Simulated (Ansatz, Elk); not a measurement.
# CdAsPd3: X-ray structure factors from the self-consistent density

The structure of CdAsPd3 used here is made up (a known structure type with other elements) and was relaxed beforehand with PBE. The aim is the Fourier transform of its all-electron density, F(hkl), set beside the sum over free spherical atoms that refinements use.

Main program and level: Elk 11.2.3 (patched build); DFT, PBE, all-electron APW+lo, Dirac cores, scalar-relativistic bands, static density, no spin.

The structure was built from a prototype and need not be the compound's stable phase.

### Step 1. Starting point

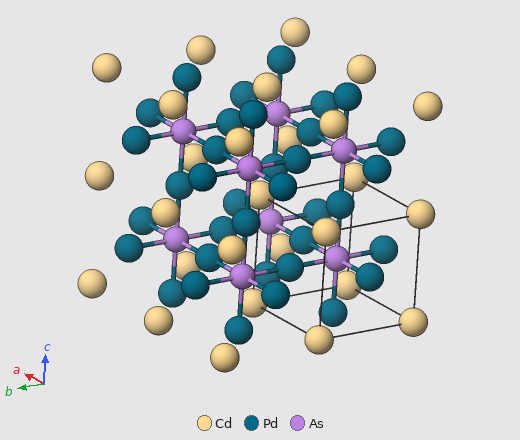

The starting structure, seen from a free direction (cadmium orange, palladium blue, arsenic purple). 2×2×2 cells are drawn. Some periodic images of atoms are drawn too.

### Step 2. Ground state and structure factors

An all-electron density is needed, since X-rays see the cores too. Task 0 finds the density and task 195 Fourier-transforms it; tshift is off so that phases refer to the origin typed.

Contents of elk.in:

```
tasks
  0
  195

xctype
  20

spinpol
  .false.

rgkmax
  7.0

gmaxvr
  14.0

lmaxo
  7

lmaxapw
  8

swidth
  0.002

tshift
  .false.

ramdisk
  .false.

hmaxvr
  5.5

maxscl
  120

epspot
  1e-06

sppath
  './'

avec
  8.79633251081 0.00000000000 -0.00000000000
  0.00000000000 8.79633251081 -0.00000000000
  -0.00000000000 -0.00000000000 8.79633251081

atoms
  3
  'Cd.in'
  1
  0.0000000000 -0.0000000000 0.0000000000   0.000000 0.000000 0.000000
  'Pd.in'
  3
  0.5000000000 0.5000000000 -0.0000000000   0.000000 0.000000 0.000000
  0.5000000000 0.0000000000 0.5000000000   0.000000 0.000000 0.000000
  0.0000000000 0.5000000000 0.5000000000   0.000000 0.000000 0.000000
  'As.in'
  1
  0.5000000000 0.5000000000 0.5000000000   0.000000 0.000000 0.000000

ngridk
  5 5 5
```

On the command line:

```bash
> OMP_NUM_THREADS=4 elk
```

Numbers of over 12 decimals in the logs are rounded to 6 here.

Log:

```text
┌─────────────────────────┐
│ Elk code version 11.2.3 │
└─────────────────────────┘

All units are atomic (Hartree, Bohr, etc.)

┌─────────────────────────────────────────────────┐
│ Ground-state run starting from atomic densities │
└─────────────────────────────────────────────────┘

Lattice vectors :
   8.796332511       0.000000000      -0.000000000
   0.000000000       8.796332511      -0.000000000
  -0.000000000      -0.000000000       8.796332511

Reciprocal lattice vectors :
  0.7142960205       0.000000000       0.000000000
   0.000000000      0.7142960205       0.000000000
   0.000000000       0.000000000      0.7142960205

Unit cell volume      :    680.6203240
Brillouin zone volume :   0.3644472619

Muffin-tin inner radius fraction :   0.1000000000E-01

Nuclei treated as point charges

Species : 1 (Cd)
 parameters loaded from : Cd.in
 name : cadmium
 nuclear charge    :   -48.00000000
 electronic charge :    48.00000000
 atomic mass :    204912.7176
 muffin-tin radius :    2.600000000
 number of radial points in muffin-tin :   1193
 inner part over the whole radius :   0.9972693929E-02
 number on inner part of muffin-tin    :    850
 approximate nuclear radius :   0.8708852602E-04
 number of mesh points to nuclear radius :    426
 atomic positions (lattice), magnetic fields (Cartesian) :
  1 :   0.00000000  0.00000000  0.00000000    0.00000000  0.00000000  0.00000000

Species : 2 (Pd)
 parameters loaded from : Pd.in
 name : palladium
 nuclear charge    :   -46.00000000
 electronic charge :    46.00000000
 atomic mass :    193991.7927
 muffin-tin radius :    2.261046453
 number of radial points in muffin-tin :    993
 inner part over the whole radius :   0.9869338910E-02
 number on inner part of muffin-tin    :    704
 approximate nuclear radius :   0.8586907259E-04
 number of mesh points to nuclear radius :    356
 atomic positions (lattice), magnetic fields (Cartesian) :
  1 :   0.50000000  0.50000000  0.00000000    0.00000000  0.00000000  0.00000000
  2 :   0.50000000  0.00000000  0.50000000    0.00000000  0.00000000  0.00000000
  3 :   0.00000000  0.50000000  0.50000000    0.00000000  0.00000000  0.00000000

Species : 3 (As)
 parameters loaded from : As.in
 name : arsenic
 nuclear charge    :   -33.00000000
 electronic charge :    33.00000000
 atomic mass :    136573.7220
 muffin-tin radius :    2.087119803
 number of radial points in muffin-tin :    993
 inner part over the whole radius :   0.9956272504E-02
 number on inner part of muffin-tin    :    700
 approximate nuclear radius :   0.7712558785E-04
 number of mesh points to nuclear radius :    344
 atomic positions (lattice), magnetic fields (Cartesian) :
  1 :   0.50000000  0.50000000  0.50000000    0.00000000  0.00000000  0.00000000

Total number of atoms per unit cell :    5
Total muffin-tin volume :    256.9625585
 ratio of muffin-tin to unit cell volume :   0.3775417063

Spin treatment :
 spin-unpolarised

Number of Bravais lattice symmetries :   48
Number of crystal symmetries         :   48
Crystal has inversion symmetry
Real symmetric eigensolver will be used

k-point grid :      5     5     5
k-point offset :    0.000000000       0.000000000       0.000000000
k-point set is reduced with full crystal symmetry group
Total number of k-points :       10

Muffin-tin radius times maximum |G+k| :    7.000000000
 using average radius
Maximum |G+k| for APW functions       :    3.051369591
Maximum (1/2)|G+k|²                   :    4.655428189
Maximum |G| for potential and density :    14.00000000
Constant for pseudocharge density :    9
 order of it for each species :   16  16  16
 order of it for pair densities of each species (exact exchange by exxq0 0: 17) :   13   9   7
Radial integration step length :    1

G-vector grid sizes :     40    40    40
Number of G-vectors :    31463

Maximum angular momentum used for
 APW functions            :    8
 outer part of muffin-tin :    7
 inner part of muffin-tin :    2

Total nuclear charge    :   -219.0000000
[...]
electron entropic           :    -0.81627945085709E-03
 total energy                :     -22998.819805415

Density of states at Fermi energy :    52.81769731
 (states/Hartree/unit cell)

Estimated indirect band gap :   0.8121440744E-02
 from k-point 5 to k-point 9
Estimated direct band gap   :   0.1386966465E-01
 at k-point 9

Charges :
 core                        :    132.0000000
 valence                     :    87.00000000
 interstitial                :    10.77107091
 muffin-tins (core leakage)
  species : 1 (Cd)
   atom 1                    :    46.44954869     (  0.2453117205E-03)
  species : 2 (Pd)
[...]
species : 3 (As)
[...]
total in muffin-tins        :    208.2289291
 total calculated charge     :    218.9982174
 total charge                :    219.0000000
 error                       :   0.1782642167E-02

RMS change in Kohn-Sham potential (target) :   0.3183617297     (  0.1000000000E-05)
Absolute change in total energy (target)   :   0.6897589678E-01 (  0.1000000000E-03)

[... loops 3 to 16 left out ...]

┌──────────────────┐
│ Loop number : 17 │
└──────────────────┘

Energies :
 Fermi                       :     0.228463
 sum of occupied eigenvalues :     -13720.791472124
 electron kinetic            :      23990.367448466
 core electron kinetic       :      23105.602545468
 Coulomb                     :     -46317.295005133
 Coulomb potential           :     -36835.768775760
 nuclear-nuclear             :     -2624.1241951754
 electron-nuclear            :     -50617.388144132
 Hartree                     :      6924.2173341739
 Madelung                    :     -27899.410617253
 xc potential                :     -875.39014482906
 exchange                    :     -659.68866905081
 correlation                 :     -11.566775728774
 electron entropic           :    -0.12927484869714E-02
 total energy                :     -22998.184294195

Density of states at Fermi energy :    106.5827273
 (states/Hartree/unit cell)

Estimated indirect band gap :   0.2044085934E-02
 from k-point 6 to k-point 9
Estimated direct band gap   :   0.2518151748E-01
 at k-point 9

Charges :
 core                        :    132.0000000
 valence                     :    87.00000000
 interstitial                :    9.324138680
 muffin-tins (core leakage)
  species : 1 (Cd)
[...]
species : 2 (Pd)
[...]
species : 3 (As)
[...]
total in muffin-tins        :    209.6758613
 total calculated charge     :    218.9982127
 total charge                :    219.0000000
 error                       :   0.1787328133E-02

RMS change in Kohn-Sham potential (target) :   0.1062478303E-06 (  0.1000000000E-05)
Absolute change in total energy (target)   :   0.6769422907E-04 (  0.1000000000E-03)

Convergence targets achieved

┌──────────────────┐
│ Loop number : 18 │
└──────────────────┘

Energies :
 Fermi                       :     0.228463
 sum of occupied eigenvalues :     -13720.791474808
 electron kinetic            :      23990.367439049
 core electron kinetic       :      23105.602538412
 Coulomb                     :     -46317.295001952
 Coulomb potential           :     -36835.768776110
 nuclear-nuclear             :     -2624.1241951754
 electron-nuclear            :     -50617.388136832
 Hartree                     :      6924.2173300555
 Madelung                    :     -27899.410613897
 xc potential                :     -875.39013774626
 exchange                    :     -659.68866885390
 correlation                 :     -11.566775720063
 electron entropic           :    -0.12927483562567E-02
 total energy                :     -22998.184300226

Density of states at Fermi energy :    106.5827118
 (states/Hartree/unit cell)

Estimated indirect band gap :   0.2044087029E-02
 from k-point 6 to k-point 9
Estimated direct band gap   :   0.2518151290E-01
 at k-point 9

Charges :
 core                        :    132.0000000
 valence                     :    87.00000000
 interstitial                :    9.324138731
 muffin-tins (core leakage)
  species : 1 (Cd)
[...]
species : 2 (Pd)
[...]
atom 2                    :    44.16638397     ( -0.5623388191E-06)
   atom 3                    :    44.16638397     ( -0.5623388191E-06)
  species : 3 (As)
   atom 1                    :    30.79305832     (  0.9734055338E-03)
 total in muffin-tins        :    209.6758613
 total calculated charge     :    218.9982127
 total charge                :    219.0000000
 error                       :   0.1787328110E-02

┌──────────────────────────────┐
│ Self-consistent loop stopped │
└──────────────────────────────┘

Warning : core states of species 1 leak from the muffin-tin :   0.2357331161E-03

Warning : core states of species 3 leak from the muffin-tin :   0.9734055338E-03

Wrote STATE.OUT
```

It took 30 s on 4 threads of Arm Neoverse V1, shared host; peak memory 0.21 GiB.

SFACRHO.OUT:

```text

h k l indices transformed by vhmat matrix:
   1.000000000       0.000000000       0.000000000    
   0.000000000       1.000000000       0.000000000    
   0.000000000       0.000000000       1.000000000    

      h      k      l  multipl.   |H|            Re(F)            Im(F)           |F|

      0      0      0      1   0.0000000       219.00000      0.14591308E-16   219.00000    
      0     -1      0      6  0.71429602      -28.468719     -0.61254954E-13   28.468719    
     -1      0      1     12   1.0101671       30.017370      0.42523737E-14   30.017370    
      1      1      1      8   1.2371970       126.22649     -0.71806779E-13   126.22649    
      0      0     -2      6   1.4285920       171.79876      0.10887661E-12   171.79876    
     -1      0     -2     24   1.5972145      -22.771935     -0.10689794E-12   22.771935    
     -1      1     -2     24   1.7496608       25.751874     -0.65691020E-13   25.751874    
      2      2      0     12   2.0203342       149.40699     -0.19365151E-12   149.40699    
      2     -2      1     24   2.1428881      -20.255103      0.64736818E-13   20.255103    
      0      0      3      6   2.1428881      -20.102604      0.17792337E-12   20.102604    
     -3      1      0     24   2.2588023       23.001207      0.11448720E-13   23.001207    
     -1     -1     -3     24   2.3690519       96.098349      0.11405379E-12   96.098349    
      2     -2     -2      8   2.4743940       134.74872      0.87392712E-13   134.74872    
     -2     -3      0     24   2.5754309      -18.414642     -0.14190992E-12   18.414642    
     -2      1      3     48   2.6726510       21.026652     -0.71627496E-13   21.026652    
      4      0      0      6   2.8571841       124.08113     -0.16060731E-12   124.08113    
      3      2     -2     24   2.9451179      -17.133951      0.12294139E-12   17.133951    
     -4      0     -1     24   2.9451179      -17.289643     -0.61825171E-13   17.289643
```

Elk indexes on the primitive cell of elk.in and gives |H| = 4π sin θ/λ in inverse bohr. Below, one row stands for each form hkl of the conventional cell (m members, Friedel mates merged), F is for one primitive cell and the density is static (no thermal factor). Free-atom factors are Waasmaier and Kirfel's, and R is Σm||F|−|F'||/Σm|F|.

```tsv
hkl	m	sin θ/λ (Å⁻¹)	abs F, DFT	neutral atoms	diff.
100	6	0.107	28.469	28.581	-0.113
110	12	0.152	30.017	29.785	+0.233
111	8	0.186	126.227	127.385	-1.158
200	6	0.215	171.799	172.791	-0.992
210	24	0.240	22.772	23.013	-0.241
211	24	0.263	25.752	25.680	+0.072
220	12	0.304	149.407	149.672	-0.265
221	24	0.322	20.255	20.350	-0.095
300	6	0.322	20.103	20.350	-0.248
310	24	0.340	23.001	23.160	-0.159
311	24	0.356	96.098	95.864	+0.235
222	8	0.372	134.749	134.575	+0.174
320	24	0.387	18.415	18.541	-0.127
321	48	0.402	21.027	21.162	-0.135
400	6	0.430	124.081	123.685	+0.396
322	24	0.443	17.134	17.139	-0.005
410	24	0.443	17.290	17.139	+0.151
411	24	0.456	19.536	19.485	+0.051
```

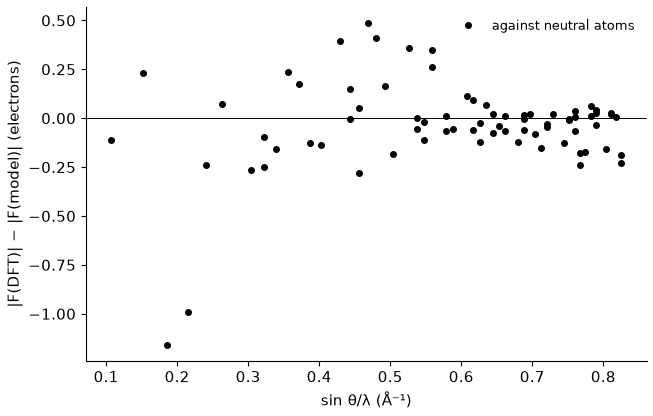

Difference between the calculated structure factors and the independent-atom ones.

### Step 3. The highest occupied states alone

An energy window below the Fermi level keeps the highest occupied states, to see at which angles they scatter; shallow core shells can lie inside it and anion s states outside. No new self-consistency is needed.

elk.in, as its differences from that of step 2:

```diff
@@ -1,3 +1,2 @@
 tasks
-  0
   195
@@ -40,2 +39,5 @@
 
+wsfac
+  -0.139030 0.528460
+
 sppath
```

On the command line:

```bash
> OMP_NUM_THREADS=4 elk
```

Log:

```text
┌─────────────────────────────────┐
│ Elk code version 11.2.3 started │
└─────────────────────────────────┘

Info(readinput): the functional depends on the density's gradient
 muffin-tin radial points multiplied by    2.00000
 (not where nrmtscf is given)

┌────────────────────┐
│ Current task : 195 │
└────────────────────┘
Info(checkmt): changed muffin-tin radius of species 2 (Pd) from   2.6000 to   2.2610
Info(checkmt): changed muffin-tin radius of species 3 (As) from   2.4000 to   2.0871

Info(sfacrho): density structure factors written to SFACRHO.OUT

 Energy window :  -0.1390300000      0.5284600000

┌──────────────────┐
│ Elk code stopped │
└──────────────────┘
```

Run time: 14 s. Hardware: 4 threads; peak memory 0.16 GiB.

States within 10 eV below the Fermi level hold 45.00 electrons; any levels below the window count with the cores. Their amplitudes can exceed the total, where window and core parts have opposite phase:

```tsv
hkl	sin θ/λ (Å⁻¹)	abs F, window	abs F, all
100	0.107	0.107	28.469
110	0.152	2.511	30.017
111	0.186	19.460	126.227
200	0.215	16.643	171.799
210	0.240	1.281	22.772
211	0.263	1.373	25.752
220	0.304	7.963	149.407
221	0.322	1.031	20.255
300	0.322	1.321	20.103
310	0.340	0.707	23.001
```

### Step 4. Another functional

The difference from free atoms is small, so it is set against the change that PBEsol makes.

elk.in, as its differences from that of step 3:

```diff
@@ -1,2 +1,3 @@
 tasks
+  0
   195
@@ -4,3 +5,3 @@
 xctype
-  20
+  22
 
@@ -39,5 +40,2 @@
 
-wsfac
-  -0.139030 0.528460
-
 sppath
```

On the command line:

```bash
> OMP_NUM_THREADS=4 elk
```

Log:

```text
┌─────────────────────────┐
│ Elk code version 11.2.3 │
└─────────────────────────┘

All units are atomic (Hartree, Bohr, etc.)

┌─────────────────────────────────────────────────┐
│ Ground-state run starting from atomic densities │
└─────────────────────────────────────────────────┘

Lattice vectors :
   8.796332511       0.000000000      -0.000000000
   0.000000000       8.796332511      -0.000000000
  -0.000000000      -0.000000000       8.796332511

Reciprocal lattice vectors :
  0.7142960205       0.000000000       0.000000000
[...]
atom 3                    :    44.15180066     ( -0.5620907579E-06)
  species : 3 (As)
   atom 1                    :    30.79307729     (  0.9857222520E-03)
 total in muffin-tins        :    209.6285470
 total calculated charge     :    218.9981774
 total charge                :    219.0000000
 error                       :   0.1822598429E-02

┌──────────────────────────────┐
│ Self-consistent loop stopped │
└──────────────────────────────┘

Warning : core states of species 1 leak from the muffin-tin :   0.2381180355E-03

Warning : core states of species 3 leak from the muffin-tin :   0.9857222520E-03

Wrote STATE.OUT
[key lines of the parts left out:]
total energy                :     -22986.696311829
```

The job ended after 29 s (4 threads; peak memory 0.21 GiB; 66 s of CPU time).

Against the first run R = 0.02 %; the largest change is -0.051 at 200.

### Step 5. Basis size

The basis and the expansions that go with it are enlarged, to see whether the differences are converged.

elk.in, as its differences from that of step 4:

```diff
@@ -5,3 +5,3 @@
 xctype
-  22
+  20
 
@@ -11,12 +11,12 @@
 rgkmax
-  7.0
+  8.5
 
 gmaxvr
-  14.0
+  18.0
 
 lmaxo
-  7
+  9
 
 lmaxapw
-  8
+  10
```

On the command line:

```bash
> OMP_NUM_THREADS=4 elk
```

Log:

```text
┌─────────────────────────┐
│ Elk code version 11.2.3 │
└─────────────────────────┘

All units are atomic (Hartree, Bohr, etc.)

┌─────────────────────────────────────────────────┐
│ Ground-state run starting from atomic densities │
└─────────────────────────────────────────────────┘

Lattice vectors :
   8.796332511       0.000000000      -0.000000000
   0.000000000       8.796332511      -0.000000000
  -0.000000000      -0.000000000       8.796332511

Reciprocal lattice vectors :
  0.7142960205       0.000000000       0.000000000
[...]
atom 3                    :    44.19586127     ( -0.5621969734E-06)
  species : 3 (As)
   atom 1                    :    30.80334388     (  0.9713575668E-03)
 total in muffin-tins        :    209.7817554
 total calculated charge     :    218.9988028
 total charge                :    219.0000000
 error                       :   0.1197234815E-02

┌──────────────────────────────┐
│ Self-consistent loop stopped │
└──────────────────────────────┘

Warning : core states of species 1 leak from the muffin-tin :   0.2360397360E-03

Warning : core states of species 3 leak from the muffin-tin :   0.9713575668E-03

Wrote STATE.OUT
[key lines of the parts left out:]
total energy                :     -22998.266116332
```

Elapsed: 70 s, on 4 threads; peak memory 0.43 GiB.

Against the first run R = 0.02 %; the largest change is -0.037 at 400.

### Step 6. Settings against the effect

```tsv
run	R against the first run (%)	R against neutral atoms, low angle (%)	wall time
PBE, rgkmax 7	0.00	0.70	30 s
PBEsol	0.02	0.72	29 s
rgkmax 8.5 with larger expansions	0.02	0.68	70 s
```

### Step 7. Summary of results

- R against neutral atoms, sin θ/λ < 0.3 Å⁻¹: 0.70 %
- R against neutral atoms, 0.3 to 0.83 Å⁻¹: 0.29 %

Independent neutral atoms miss the calculated amplitudes by R = 0.70 % below 0.3 Å⁻¹ and 0.29 % from there to 0.83 Å⁻¹; by shells, 0.40 % below 0.15 Å⁻¹ (1 form), 0.72 % 0.15 to 0.3 (5 forms), 0.36 % 0.3 to 0.45 (11 forms), 0.28 % above 0.45 (57 forms). Bonding, aspherical density and the tables' own atoms all enter these figures, and the runs don't part them. The largest change of an amplitude is -1.16 electrons, at 111. The window's part falls from 45.0 electrons at the origin to at most 0.80 between 0.45 and 0.83 Å⁻¹, where compact states inside the window still scatter. Below 0.3 Å⁻¹ the changes that finished (PBEsol and rgkmax 8.5 with larger expansions) move F by R = 0.03 % at most, against the 0.70 % that separates it from free atoms. The k-mesh has no finished test. These runs have no spin, though d or f shells may be open. Part of the difference isn't bonding: the tables are fits to free atoms and ions calculated by other methods than this functional. Thermal motion, anomalous dispersion and extinction are left out.

[Logs are printed without paths, hosts, clocks, repeated set-up lines and the standing remarks that a program may print on its own settings, such as how far it seeks lower states.]

[Hosts, paths, dates, database ids (printed as entryN), source tags and the programs' standing remarks are cut or masked in the printed files.]
